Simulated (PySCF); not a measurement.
## RuN2 (charge −1): frequency calculation

System: RuN2, charge −1, multiplicity 4.
Method: UKS-based PBE, Ru def2-SVPD with ECP28, N def2-SVPD; non-relativistic Hamiltonian with a scalar-relativistic core potential; density fitting (PySCF 2.14.0).

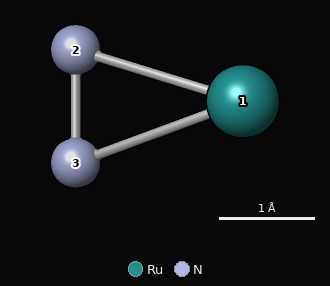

**Figure 1.** The input geometry (ball-and-stick view, seen at a tilt; atoms are numbered from 1 in the order of the input). Sticks mark near contacts.

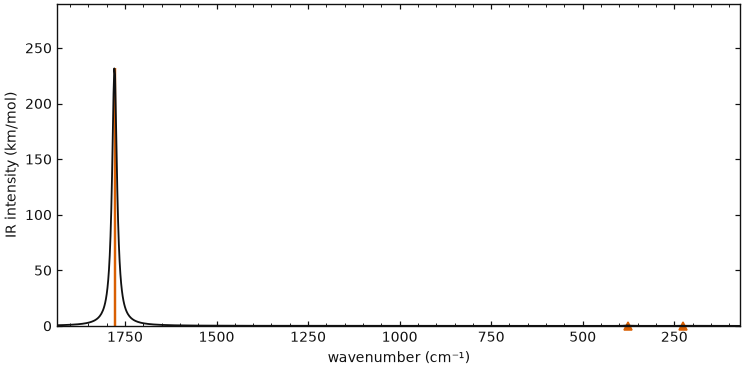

**Figure 2.** Harmonic infrared spectrum, unscaled: sticks (degenerate modes added up, dark ones marked on the axis) with a Lorentzian envelope of 16 cm⁻¹ full width, scaled to the tallest stick. 3 modes from 226 to 1778 cm⁻¹, none imaginary. The strongest line is at 1778 cm⁻¹ (232 km/mol). All modes, in cm⁻¹ (km/mol): 226 (0.1), 377 (0.4), 1778 (232).

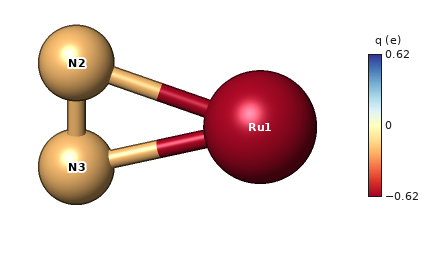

**Figure 3.** Mulliken charges, as the colour of each atom (ball-and-stick view, seen at a tilt; atoms are numbered from 1 in the order of the input). By element: Ru −0.59 and N −0.20 e.

The input and output of the run follow.

**Input file**
```python
from pyscf import gto, scf, dft
mol = gto.M(atom='''
Ru     0.000000     0.000000    -0.422898
N      0.597038     0.000000     1.538515
N     -0.597038     0.000000     1.538515''',
    basis={'Ru': 'def2-SVPD', 'N': 'def2-SVPD'},
    ecp={'Ru': 'def2-SVPD'},
    charge=-1, spin=3)
mf = dft.UKS(mol, xc='PBE')
mf.grids.atom_grid = (75, 302)
aux = {'Ru': 'def2-universal-JKFIT', 'N': 'def2-universal-JKFIT'}
mf = mf.density_fit(auxbasis=aux)
mf.conv_tol = 1e-09
mf.diis_space = 10
mf.max_cycle = 60
mf.verbose = 4
mf.kernel()
```

The script is an equivalent of the set-up of the self-consistent field. The run itself was carried out by a driver, which started from the orbitals of the step before it where there was one and computed the further properties.

Launch command:
```bash
OMP_NUM_THREADS=2 python axn.py task.json out
```

**What the program printed**
```
init E= -204.182506493977
  alpha nocc = 17  HOMO = 0.0539859359323387  LUMO = 0.11267709133055
  beta  nocc = 14  HOMO = 0.0432455155463813  LUMO = 0.0670996724677071
  HOMO = 0.0539859359323  LUMO = 0.0670996724677  gap/eV = 0.35684
cycle= 1 E= -204.182506491753  delta_E= 2.22e-09  |g|= 6.49e-05  |ddm|= 9.18e-05
  alpha nocc = 17  HOMO = 0.0539715837129311  LUMO = 0.112687215272039
  beta  nocc = 14  HOMO = 0.0432220206829328  LUMO = 0.0670677017984587
  HOMO = 0.0539715837129  LUMO = 0.0670677017985  gap/eV = 0.35636
cycle= 2 E= -204.182506399494  delta_E= 9.23e-08  |g|= 0.000418  |ddm|= 0.00059
  alpha nocc = 17  HOMO = 0.0539840299111134  LUMO = 0.112678330515496
  beta  nocc = 14  HOMO = 0.0432422730239175  LUMO = 0.0670952824960178
  HOMO = 0.0539840299111  LUMO = 0.067095282496  gap/eV = 0.35678
cycle= 3 E= -204.182506494033  delta_E= -9.45e-08  |g|= 9.87e-07  |ddm|= 0.000511
  alpha nocc = 17  HOMO = 0.053984030485374  LUMO = 0.11267843129078
  beta  nocc = 14  HOMO = 0.0432423380866052  LUMO = 0.0670953588957059
  HOMO = 0.0539840304854  LUMO = 0.0670953588957  gap/eV = 0.35678
cycle= 4 E= -204.182506494034  delta_E= -6.82e-13  |g|= 5.1e-07  |ddm|= 1.68e-06
  alpha nocc = 17  HOMO = 0.0539840053657183  LUMO = 0.11267837596415
  beta  nocc = 14  HOMO = 0.0432423006551712  LUMO = 0.0670953132957624
  HOMO = 0.0539840053657  LUMO = 0.0670953132958  gap/eV = 0.35678
Extra cycle  E= -204.182506494032  delta_E= 1.53e-12  |g|= 1.79e-06  |ddm|= 1.79e-06
converged SCF energy = -204.182506494032  <S^2> = 3.7970614  2S+1 = 4.0234619
```

**Summary**

```tsv
quantity	value
outcome	converged
total energy	−204.182506 hartree
⟨S²⟩	3.797
zero-point energy	0.005427 hartree
wavenumbers, lowest and highest	226 and 1778 cm⁻¹
hardware	2 threads of AMD EPYC (Zen 3), 64 GiB of memory available, shared host
wall time	23 s (CPU time 48 s)
peak memory	0.69 GiB
```

**Remarks**

The highest filled orbital lies above zero: either the extra electron isn't bound at this level, or the self-interaction error of the functional lifts the level.
